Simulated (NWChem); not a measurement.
## Energy and gradient calculation, with input and output: SiF$_{5}$ (charge −1) (part 2 of 4)

The same run, continued: SiF$_{5}$, charge −1, SMILES F[Si-](F)(F)(F)F; SVWN5/6-31G, RKS (NWChem 7.3.0). The geometry comes from this level: PBE0-D4/def2-TZVPD.

Geometry of the input (Å):
```
F  -0.7169  -1.1060  1.0235
Si 0.0000  0.0000  0.0000
F  -1.4667  0.5835  -0.3964
F  0.6515  -1.2184  -0.8602
F  0.7165  1.1058  -1.0240
F  0.8155  0.6351  1.2570
```

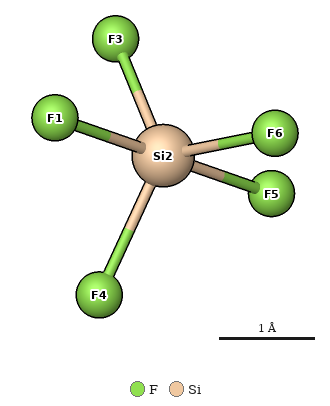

Fig. 1: The input geometry (ball-and-stick view, seen at a tilt; atoms are numbered from 1 in the order of the input).

### Log, continued
```
 Vector    8  Occ=2.000000D+00  E=-3.415905D+00
              MO Center= -4.7D-05, -4.8D-05, -8.4D-05, r^2= 1.0D-01
   Bfn.  Coefficient  Atom+Function         Bfn.  Coefficient  Atom+Function
  ----- ------------  ---------------      ----- ------------  ---------------
    14      0.756822  2 Si pz                12      0.526208  2 Si px
    13      0.359574  2 Si py                18      0.031268  2 Si pz

 Vector    9  Occ=2.000000D+00  E=-3.415903D+00
              MO Center=  4.7D-05,  4.7D-05,  8.4D-05, r^2= 1.0D-01
   Bfn.  Coefficient  Atom+Function         Bfn.  Coefficient  Atom+Function
  ----- ------------  ---------------      ----- ------------  ---------------
    12      0.722155  2 Si px                13     -0.647843  2 Si py
    14     -0.194308  2 Si pz                16      0.029841  2 Si px
    17     -0.026769  2 Si py

 Vector   10  Occ=2.000000D+00  E=-3.413989D+00
              MO Center=  7.7D-08,  4.8D-08,  4.8D-08, r^2= 1.0D-01
   Bfn.  Coefficient  Atom+Function         Bfn.  Coefficient  Atom+Function
  ----- ------------  ---------------      ----- ------------  ---------------
    13      0.655310  2 Si py                14     -0.606604  2 Si pz
    12      0.424659  2 Si px                17      0.029939  2 Si py
    18     -0.027714  2 Si pz

 Vector   11  Occ=2.000000D+00  E=-9.145610D-01
              MO Center=  5.9D-04,  5.7D-04,  1.0D-03, r^2= 2.4D+00
   Bfn.  Coefficient  Atom+Function         Bfn.  Coefficient  Atom+Function
  ----- ------------  ---------------      ----- ------------  ---------------
    28      0.249709  3 F  s                 37      0.249673  4 F  s
    55      0.250156  6 F  s                 24      0.226921  3 F  s
    33      0.226888  4 F  s                 51      0.227322  6 F  s
    15      0.214378  2 Si s                  6      0.161435  1 F  s
    46      0.161430  5 F  s                  2      0.151184  1 F  s

 Vector   12  Occ=2.000000D+00  E=-8.731430D-01
              MO Center=  3.5D-01,  3.0D-01,  5.7D-01, r^2= 2.1D+00
   Bfn.  Coefficient  Atom+Function         Bfn.  Coefficient  Atom+Function
  ----- ------------  ---------------      ----- ------------  ---------------
    55      0.451851  6 F  s                 51      0.392789  6 F  s
    28     -0.232747  3 F  s                 37     -0.219386  4 F  s
    24     -0.202334  3 F  s                 33     -0.190718  4 F  s
    50     -0.191014  6 F  s                 23      0.098396  3 F  s
    32      0.092747  4 F  s                 18      0.072153  2 Si pz

 Vector   13  Occ=2.000000D+00  E=-8.731065D-01
              MO Center= -3.5D-01, -3.0D-01, -5.7D-01, r^2= 2.1D+00
   Bfn.  Coefficient  Atom+Function         Bfn.  Coefficient  Atom+Function
  ----- ------------  ---------------      ----- ------------  ---------------
    37     -0.395251  4 F  s                 28      0.387494  3 F  s
    33     -0.343612  4 F  s                 24      0.336869  3 F  s
    32      0.167097  4 F  s                 23     -0.163818  3 F  s
    16     -0.069673  2 Si px                25      0.064422  3 F  px
    17      0.060562  2 Si py                12      0.055319  2 Si px

 Vector   14  Occ=2.000000D+00  E=-8.402317D-01
              MO Center= -2.4D-04, -1.8D-04, -1.4D-04, r^2= 2.7D+00
   Bfn.  Coefficient  Atom+Function         Bfn.  Coefficient  Atom+Function
  ----- ------------  ---------------      ----- ------------  ---------------
     6      0.371186  1 F  s                 46     -0.371147  5 F  s
     2      0.340576  1 F  s                 42     -0.340544  5 F  s
     1     -0.163565  1 F  s                 41      0.163549  5 F  s
    17     -0.085773  2 Si py                18      0.079392  2 Si pz
    16     -0.055578  2 Si px                13      0.054670  2 Si py

 Vector   15  Occ=2.000000D+00  E=-8.179975D-01
              MO Center= -3.5D-04, -1.4D-04, -6.5D-04, r^2= 2.8D+00
   Bfn.  Coefficient  Atom+Function         Bfn.  Coefficient  Atom+Function
  ----- ------------  ---------------      ----- ------------  ---------------
     6      0.366416  1 F  s                 46      0.366459  5 F  s
     2      0.298024  1 F  s                 42      0.298063  5 F  s
    28     -0.183022  3 F  s                 37     -0.182993  4 F  s
    55     -0.182646  6 F  s                  1     -0.147087  1 F  s
    24     -0.147327  3 F  s                 33     -0.147305  4 F  s

 Vector   16  Occ=2.000000D+00  E=-3.230858D-01
              MO Center=  2.2D-04,  1.8D-04,  3.5D-04, r^2= 3.0D+00
   Bfn.  Coefficient  Atom+Function         Bfn.  Coefficient  Atom+Function
  ----- ------------  ---------------      ----- ------------  ---------------
    15      0.591516  2 Si s                 11     -0.211808  2 Si s
    25      0.206725  3 F  px                54     -0.177311  6 F  pz
    35      0.171725  4 F  py                28     -0.150394  3 F  s
    37     -0.150390  4 F  s                 55     -0.150467  6 F  s
     6     -0.142434  1 F  s                 46     -0.142432  5 F  s

 Vector   17  Occ=2.000000D+00  E=-2.500852D-01
              MO Center=  3.0D-01,  1.3D-01,  3.5D-01, r^2= 2.8D+00
   Bfn.  Coefficient  Atom+Function         Bfn.  Coefficient  Atom+Function
  ----- ------------  ---------------      ----- ------------  ---------------
    54     -0.311108  6 F  pz                18      0.294085  2 Si pz
    52     -0.214760  6 F  px                34      0.206087  4 F  px
    55     -0.201550  6 F  s                 58     -0.183106  6 F  pz
    35     -0.172798  4 F  py                17      0.167068  2 Si py
    16      0.162225  2 Si px                26      0.162648  3 F  py

 Vector   18  Occ=2.000000D+00  E=-2.500792D-01
              MO Center= -3.0D-01, -1.3D-01, -3.5D-01, r^2= 2.8D+00
   Bfn.  Coefficient  Atom+Function         Bfn.  Coefficient  Atom+Function
  ----- ------------  ---------------      ----- ------------  ---------------
    25      0.337257  3 F  px                16     -0.297453  2 Si px
    35     -0.251465  4 F  py                36     -0.233411  4 F  pz
    17      0.225823  2 Si py                29      0.199066  3 F  px
    28     -0.183562  3 F  s                 37      0.165611  4 F  s
    39     -0.148314  4 F  py                27      0.143672  3 F  pz

 Vector   19  Occ=2.000000D+00  E=-2.392346D-01
              MO Center=  3.7D-05,  7.1D-05,  1.2D-04, r^2= 3.1D+00
   Bfn.  Coefficient  Atom+Function         Bfn.  Coefficient  Atom+Function
  ----- ------------  ---------------      ----- ------------  ---------------
    17      0.258645  2 Si py                18     -0.239367  2 Si pz
     4     -0.217693  1 F  py                44     -0.217610  5 F  py
     5      0.201418  1 F  pz                45      0.201586  5 F  pz
     6      0.188638  1 F  s                 46     -0.188638  5 F  s
    16      0.167556  2 Si px                 3     -0.141134  1 F  px

 Vector   20  Occ=2.000000D+00  E=-1.804210D-01
              MO Center= -4.8D-01,  2.4D-01, -7.3D-02, r^2= 2.8D+00
   Bfn.  Coefficient  Atom+Function         Bfn.  Coefficient  Atom+Function
  ----- ------------  ---------------      ----- ------------  ---------------
    26      0.276415  3 F  py                27     -0.255942  3 F  pz
    30      0.220994  3 F  py                 3      0.218672  1 F  px
    43     -0.218805  5 F  px                31     -0.204619  3 F  pz
     7      0.188641  1 F  px                47     -0.188738  5 F  px
    25      0.179115  3 F  px                53     -0.155308  6 F  py

 Vector   21  Occ=2.000000D+00  E=-1.804177D-01
              MO Center=  4.8D-01, -2.4D-01,  7.4D-02, r^2= 2.8D+00
   Bfn.  Coefficient  Atom+Function         Bfn.  Coefficient  Atom+Function
  ----- ------------  ---------------      ----- ------------  ---------------
    35      0.249250  4 F  py                36     -0.230676  4 F  pz
    53     -0.229672  6 F  py                54      0.212688  6 F  pz
    39      0.199274  4 F  py                40     -0.184417  4 F  pz
    57     -0.183600  6 F  py                 5      0.177404  1 F  pz
    45     -0.177115  5 F  pz                58      0.170017  6 F  pz

 Vector   22  Occ=2.000000D+00  E=-1.762474D-01
              MO Center=  2.1D-01,  1.8D-01,  3.5D-01, r^2= 3.0D+00
   Bfn.  Coefficient  Atom+Function         Bfn.  Coefficient  Atom+Function
  ----- ------------  ---------------      ----- ------------  ---------------
    52      0.333897  6 F  px                53     -0.287963  6 F  py
    34      0.263030  4 F  px                56      0.238694  6 F  px
    26     -0.228761  3 F  py                57     -0.206357  6 F  py
    38      0.199499  4 F  px                25      0.180259  3 F  px
    30     -0.173579  3 F  py                35     -0.160410  4 F  py

 Vector   23  Occ=2.000000D+00  E=-1.762243D-01
              MO Center= -2.1D-01, -1.8D-01, -3.5D-01, r^2= 3.0D+00
   Bfn.  Coefficient  Atom+Function         Bfn.  Coefficient  Atom+Function
  ----- ------------  ---------------      ----- ------------  ---------------
    27      0.319357  3 F  pz                36      0.293978  4 F  pz
    34      0.268342  4 F  px                31      0.232594  3 F  pz
    40      0.218599  4 F  pz                26      0.205530  3 F  py
    54      0.192546  6 F  pz                38      0.185856  4 F  px
    58      0.162543  6 F  pz                22      0.140907  2 Si pz

 Vector   24  Occ=2.000000D+00  E=-1.537987D-01
              MO Center= -3.7D-04, -2.3D-04, -4.5D-04, r^2= 3.5D+00
   Bfn.  Coefficient  Atom+Function         Bfn.  Coefficient  Atom+Function
  ----- ------------  ---------------      ----- ------------  ---------------
     4      0.250338  1 F  py                44     -0.250184  5 F  py
     5     -0.231528  1 F  pz                45      0.231864  5 F  pz
    25     -0.202396  3 F  px                 8      0.198606  1 F  py
    48     -0.198492  5 F  py                 9     -0.183694  1 F  pz
    49      0.183945  5 F  pz                54      0.173280  6 F  pz

 Vector   25  Occ=2.000000D+00  E=-1.494295D-01
              MO Center= -4.6D-04, -3.7D-04, -7.4D-04, r^2= 3.1D+00
   Bfn.  Coefficient  Atom+Function         Bfn.  Coefficient  Atom+Function
  ----- ------------  ---------------      ----- ------------  ---------------
    34     -0.311685  4 F  px                27      0.289205  3 F  pz
    52      0.288972  6 F  px                26      0.253130  3 F  py
    53     -0.245817  6 F  py                38     -0.228871  4 F  px
    36     -0.225881  4 F  pz                31      0.212347  3 F  pz
    56      0.212173  6 F  px                30      0.185875  3 F  py

 Vector   26  Occ=2.000000D+00  E=-1.337953D-01
              MO Center= -8.6D-05, -1.0D-04, -2.8D-04, r^2= 3.3D+00
   Bfn.  Coefficient  Atom+Function         Bfn.  Coefficient  Atom+Function
  ----- ------------  ---------------      ----- ------------  ---------------
    26      0.213974  3 F  py                35      0.213986  4 F  py
    53      0.213935  6 F  py                27     -0.198036  3 F  pz
    36     -0.198081  4 F  pz                54     -0.198022  6 F  pz
     4      0.173177  1 F  py                44      0.172964  5 F  py
     5     -0.160015  1 F  pz                45     -0.160579  5 F  pz

 Vector   27  Occ=2.000000D+00  E=-1.163243D-01
              MO Center= -8.3D-03, -1.5D-02, -2.2D-02, r^2= 3.3D+00
   Bfn.  Coefficient  Atom+Function         Bfn.  Coefficient  Atom+Function
  ----- ------------  ---------------      ----- ------------  ---------------
     5      0.320183  1 F  pz                45      0.319925  5 F  pz
     3      0.254973  1 F  px                43      0.255186  5 F  px
     9      0.230979  1 F  pz                49      0.230786  5 F  pz
     7      0.183929  1 F  px                47      0.184090  5 F  px
    34     -0.149527  4 F  px                 4      0.130872  1 F  py

 Vector   28  Occ=2.000000D+00  E=-1.163236D-01
              MO Center=  7.6D-03,  1.4D-02,  2.1D-02, r^2= 3.3D+00
   Bfn.  Coefficient  Atom+Function         Bfn.  Coefficient  Atom+Function
  ----- ------------  ---------------      ----- ------------  ---------------
     4     -0.294045  1 F  py                44     -0.293971  5 F  py
     3      0.292491  1 F  px                43      0.292479  5 F  px
     8     -0.212114  1 F  py                48     -0.212058  5 F  py
     7      0.210991  1 F  px                47      0.210984  5 F  px
    52     -0.136730  6 F  px                 5     -0.112791  1 F  pz

 Vector   29  Occ=2.000000D+00  E=-9.490609D-02
              MO Center=  1.6D-01,  8.7D-02,  2.0D-01, r^2= 3.1D+00
   Bfn.  Coefficient  Atom+Function         Bfn.  Coefficient  Atom+Function
  ----- ------------  ---------------      ----- ------------  ---------------
     5      0.306072  1 F  pz                45     -0.305880  5 F  pz
    53      0.223791  6 F  py                 9      0.222008  1 F  pz
    49     -0.221872  5 F  pz                54     -0.207154  6 F  pz
     3      0.180660  1 F  px                43     -0.180778  5 F  px
     4      0.165987  1 F  py                44     -0.166287  5 F  py

 Vector   30  Occ=2.000000D+00  E=-9.486022D-02
              MO Center= -1.6D-01, -8.7D-02, -2.0D-01, r^2= 3.1D+00
   Bfn.  Coefficient  Atom+Function         Bfn.  Coefficient  Atom+Function
  ----- ------------  ---------------      ----- ------------  ---------------
     3      0.304623  1 F  px                43     -0.304673  5 F  px
     4     -0.242249  1 F  py                44      0.242260  5 F  py
     7      0.220941  1 F  px                47     -0.220977  5 F  px
    26     -0.199931  3 F  py                35      0.188048  4 F  py
    27      0.185062  3 F  pz                 8     -0.175702  1 F  py

 Vector   31  Occ=0.000000D+00  E= 2.044153D-01
              MO Center= -2.9D-04, -3.7D-04, -5.9D-04, r^2= 3.4D+00
   Bfn.  Coefficient  Atom+Function         Bfn.  Coefficient  Atom+Function
  ----- ------------  ---------------      ----- ------------  ---------------
    19      1.378634  2 Si s                 28     -0.357438  3 F  s
    37     -0.357487  4 F  s                  6     -0.355427  1 F  s
    46     -0.355420  5 F  s                 55     -0.357127  6 F  s
    15      0.300288  2 Si s                 11     -0.271335  2 Si s
    29     -0.171095  3 F  px                25     -0.167790  3 F  px

 Vector   32  Occ=0.000000D+00  E= 2.814252D-01
              MO Center= -1.2D-01, -1.0D-01, -2.0D-01, r^2= 4.3D+00
   Bfn.  Coefficient  Atom+Function         Bfn.  Coefficient  Atom+Function
  ----- ------------  ---------------      ----- ------------  ---------------
    22      0.853329  2 Si pz                55     -0.567098  6 F  s
    20      0.562273  2 Si px                21      0.425582  2 Si py
    18      0.331039  2 Si pz                28      0.287628  3 F  s
    37      0.278693  4 F  s                 16      0.218119  2 Si px
    34     -0.185997  4 F  px                17      0.165103  2 Si py

 Vector   33  Occ=0.000000D+00  E= 2.815074D-01
              MO Center=  1.2D-01,  1.0D-01,  2.0D-01, r^2= 4.3D+00
   Bfn.  Coefficient  Atom+Function         Bfn.  Coefficient  Atom+Function
  ----- ------------  ---------------      ----- ------------  ---------------
    20      0.826962  2 Si px                21     -0.711812  2 Si py
    37     -0.493596  4 F  s                 28      0.488520  3 F  s
    16      0.320369  2 Si px                17     -0.275761  2 Si py
    22     -0.189873  2 Si pz                52     -0.180536  6 F  px
    53      0.152950  6 F  py                56     -0.140131  6 F  px

 Vector   34  Occ=0.000000D+00  E= 3.337031D-01
              MO Center=  1.1D-04,  4.6D-05,  1.2D-04, r^2= 5.6D+00
   Bfn.  Coefficient  Atom+Function         Bfn.  Coefficient  Atom+Function
  ----- ------------  ---------------      ----- ------------  ---------------
    21      0.966415  2 Si py                22     -0.894747  2 Si pz
    20      0.626423  2 Si px                 6      0.583658  1 F  s
    46     -0.583662  5 F  s                 30     -0.121082  3 F  py
    39     -0.121100  4 F  py                57     -0.121083  6 F  py
     2      0.113215  1 F  s                 26     -0.112731  3 F  py

 Vector   35  Occ=0.000000D+00  E= 3.951986D-01
              MO Center= -2.3D-04, -4.3D-04, -6.4D-04, r^2= 3.7D+00
   Bfn.  Coefficient  Atom+Function         Bfn.  Coefficient  Atom+Function
  ----- ------------  ---------------      ----- ------------  ---------------
    15      2.025395  2 Si s                 19     -1.895666  2 Si s
    25     -0.174813  3 F  px                 6      0.151950  1 F  s
    46      0.151958  5 F  s                 54      0.149765  6 F  pz
    35     -0.145250  4 F  py                28      0.136245  3 F  s
    37      0.136256  4 F  s                 55      0.136123  6 F  s
```
